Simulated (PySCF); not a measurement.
## A study: C$_{3}$H$_{5}$N$_{3}$, SMILES `Cn1ccnn1`

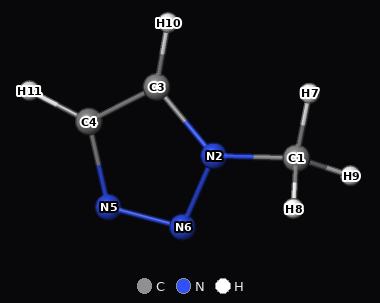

The molecule, with its atoms numbered as below. No frequency check shows the geometry to be a minimum.

Geometry (Å), atoms numbered from 1:

```
C1       2.0175    0.0078    0.0002
N2       0.5843    0.0287    0.0006
C3      -0.2447    1.0961   -0.0000
C4      -1.5052    0.5442   -0.0001
N5      -1.3708   -0.7943   -0.0002
N6      -0.1278   -1.0919    0.0002
H7       2.3973    1.0275    0.0004
H8       2.3793   -0.5187    0.8830
H9       2.3780   -0.5178   -0.8868
H10      0.1052    2.1066   -0.0007
H11     -2.4651    1.0162    0.0000
```

### 1. Bonding charge

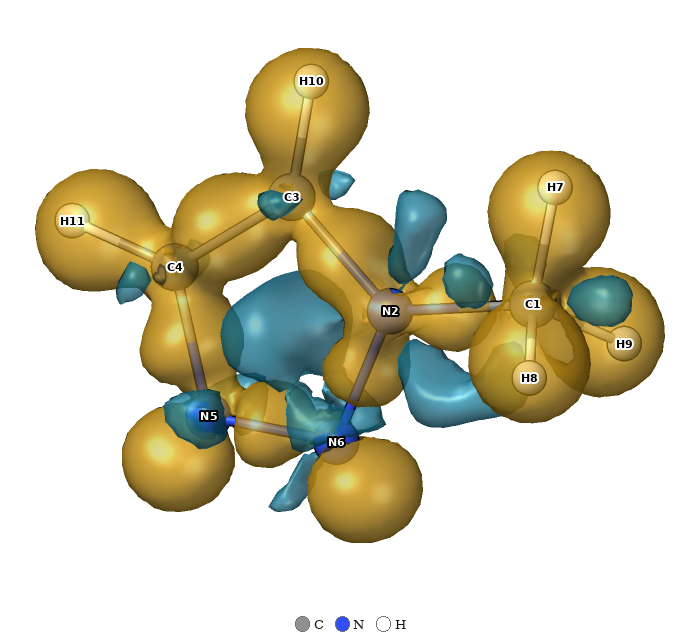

Deformation density (molecule less spherical, spin-averaged free atoms at the same positions), surfaces at ±0.1 e/Å³; yellow: gain, teal: loss.

Computed with PySCF, CAM-B3LYP/def2-TZVP, geometry: GFN2-xTB.

How much density has each bond gained at its critical point, relative to the free atoms?

Answer. The five largest and four smallest: C4–H11: +0.83 e/Å³ at the bond critical point (bond length 1.07 Å, Mayer order 1.0). C3–H10: +0.82 e/Å³ at the bond critical point (bond length 1.07 Å, Mayer order 0.9). C1–H8 and C1–H9: +0.78 e/Å³ at the bond critical point (bond length 1.09 Å, Mayer order 1.0). C1–H7: +0.77 e/Å³ at the bond critical point (bond length 1.09 Å, Mayer order 1.0). C3–C4: +0.72 e/Å³ at the bond critical point (bond length 1.38 Å, Mayer order 1.6). C4–N5: +0.58 e/Å³ at the bond critical point (bond length 1.34 Å, Mayer order 1.5). N2–N6: +0.52 e/Å³ at the bond critical point (bond length 1.33 Å, Mayer order 1.1). N2–C3: +0.40 e/Å³ at the bond critical point (bond length 1.35 Å, Mayer order 1.2). C1–N2: +0.27 e/Å³ at the bond critical point (bond length 1.43 Å, Mayer order 0.9). In all, 2.7 electrons gather in the regions of gain relative to the promolecule.

Where do the Hirshfeld charges lie?

Answer. The highest Hirshfeld charge is on H10 (+0.07 e), the lowest on N5 (−0.15 e).

### 2. Electrostatic potential

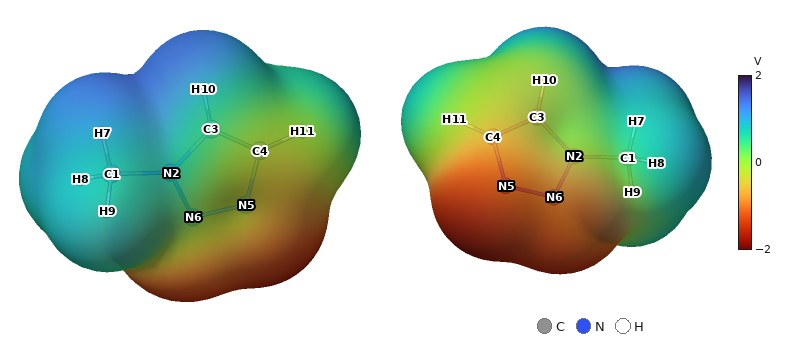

Electrostatic potential on the surface of electron density 0.001 a.u. (back view left, front view right).

Where are the extremes of the potential on the surface?

Answer. Highest: 1.43 V, near H10 (1.47 Å) and H7 (1.68 Å). Further maxima include 0.95 V, 1.3 Å from H8; 0.79 V, 1.3 Å from H11. Lowest: −1.90 V, 2.0 Å from N5. The surface is sampled at points, so like sites can differ by a few per cent and only the strongest of them is named.

What volume does the surface enclose, and what is the dipole moment?

Answer. About 108 Å³; the dipole moment is 4.8 D.

### 3. Stretching a bond

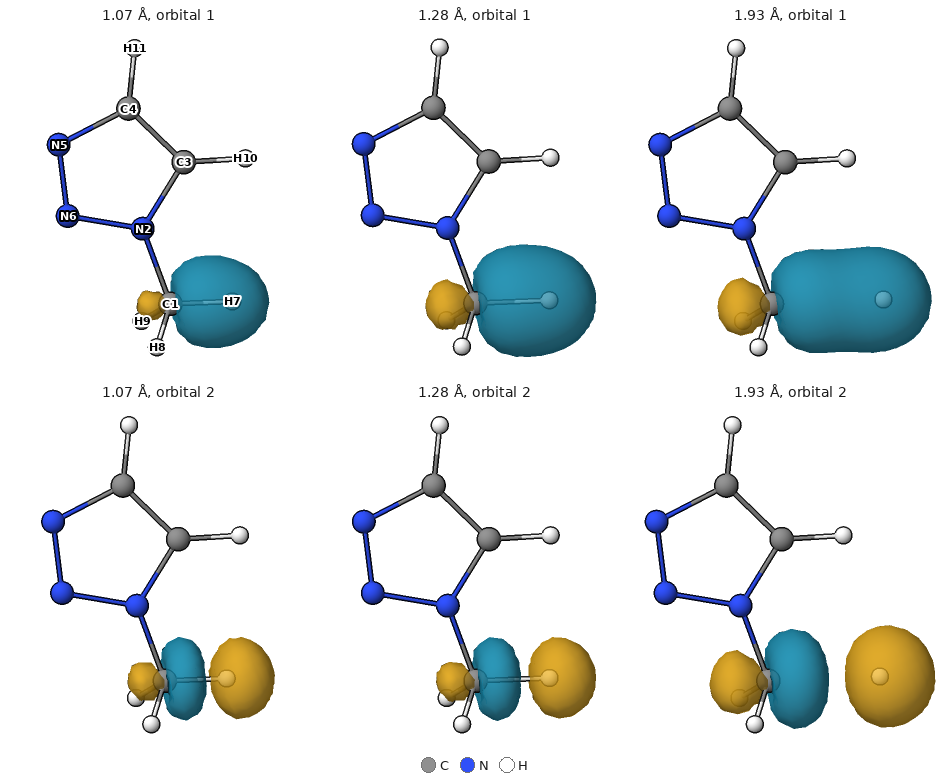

Rigid stretch of the C1–H7 bond. The two CASSCF(2,2) natural orbitals nearest half filling (orbital 1 the more occupied).

Method: 6-31G* basis; geometry: GFN2-xTB; program: PySCF.

How do the occupations change along the stretch?

Answer. 1.07 Å: 1.98 and 0.02; 1.28 Å: 1.97 and 0.03; 1.93 Å: 1.81 and 0.19. At the longest distance computed (3.00 Å) they are 1.27 and 0.73, and the effective number of unpaired electrons is 1.7.

Where does the UHF solution part from RHF?

Answer. Between 1.44 Å (⟨S²⟩ = 0, the two coincide) and 1.66 Å (⟨S²⟩ = 0.06); at 3.00 Å ⟨S²⟩ is 0.99 and UHF lies 3.8 eV below RHF.

How much energy does the stretch cost?

Answer. By CASSCF, 4.4 eV from the lowest point of the scan (1.07 Å) to 3.00 Å; RHF gives 7.8 eV from its own lowest point. The fragments aren't relaxed and dynamic correlation is missing, so this isn't a bond dissociation energy.
